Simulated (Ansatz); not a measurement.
# Cu: pressure series

The parent structure is Cu in the fcc (Cu type) structure (space group Fm-3m, No. 225).

```
Cu
1.0
    0.00000     1.81485     1.81485
    1.81485     0.00000     1.81485
    1.81485     1.81485     0.00000
Cu
1
Direct
  0.00000   0.00000   0.00000
```

Cell and atoms are relaxed at each pressure.

Levels (all Ansatz, a first-principles code, PAW): PBE (420 eV, scalar-relativistic without spin-orbit coupling); r2SCAN (500 eV, without spin-orbit coupling).

The base cell above is that of PBE; each level relaxes its own structures.

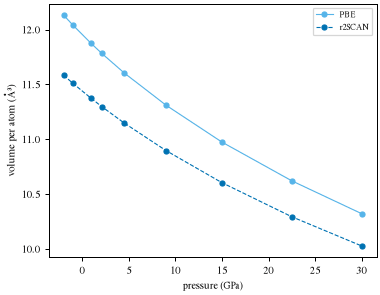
Figure: Volume per atom under two levels

Q: How do the two levels compare along the series?

A: PBE lies above r2SCAN in every row, by 0.29 Å³ to 0.55 Å³. They put the cases in the same order.

Load acts through the strain it causes; cell and atoms are relaxed under it. Whether these cells are dynamically stable was not tested. No other phases were tried under pressure. The final runs are not spin-polarised.
